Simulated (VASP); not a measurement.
Data:

```
CELL_PARAMETERS angstrom
      0.00000     3.20205     3.20205
      3.20205     0.00000     3.20205
      3.20205     3.20205     0.00000
ATOMIC_POSITIONS crystal
  Hf 0.00000 0.00000 0.00000
  Sb 0.25000 0.25000 0.25000
```

Level of theory: PBEsol GGA, VASP's PBE PAW potentials (set 64) (plane waves; VASP). Run with 400 eV cut-off, 11×11×11 Γ-centred mesh, tetrahedra with Blöchl corrections, potentials Hf_pv Sb.

Unless said otherwise, spin-orbit coupling is left out, though it shifts the bands of the heavy elements here.

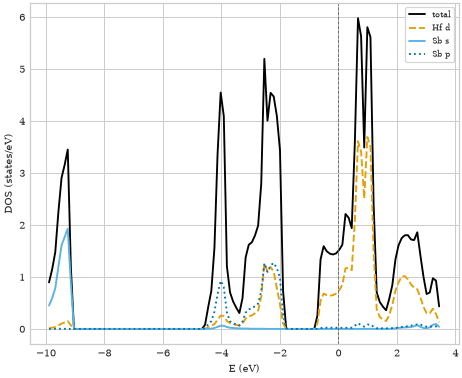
Fig. 1. Total and projected density of states, zero at the Fermi level

Within 2 eV below the Fermi level the largest weight inside VASP's projection spheres is Hf d, then Sb p.

It has no gap at this level: it comes out as a metal or semimetal.

The structure was generated: HfSb was put into the zinc blende type (F-43m), which need not be its known phase. It was relaxed first, which changed the volume by -31 %. The electron count is odd and the run is not spin-polarised, which forces a metal.
